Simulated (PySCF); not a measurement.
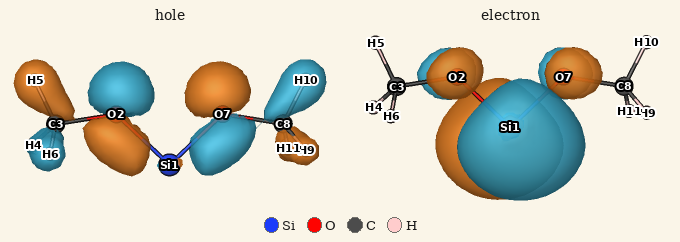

Si(OMe)2 (C2H6O2Si). Leading natural transition orbital pair of S₃ (TDA singlet states); the surfaces enclose about 70 % of each orbital's density.

Computed with PySCF, CAM-B3LYP/6-311+G**, geometry: GFN2-xTB. No frequency check shows the geometry to be a minimum.

Where does the state lie, and where do hole and electron sit?

Answer. 6.45 eV (192 nm), f = 0.002 (very weak); the leading pair carries 99 %; hole on O2 and O7 (31 % each), Si1 (9 %) and C3 and C8 (7 % each), electron on Si1 (74 %) and O2 and O7 (8 % each); their centroids lie 1.2 Å apart; S₄ lies within 0.1 eV of it. In canonical orbitals it is mainly HOMO−2 → LUMO (95 %). The HOMO–LUMO gap is 7.76 eV.
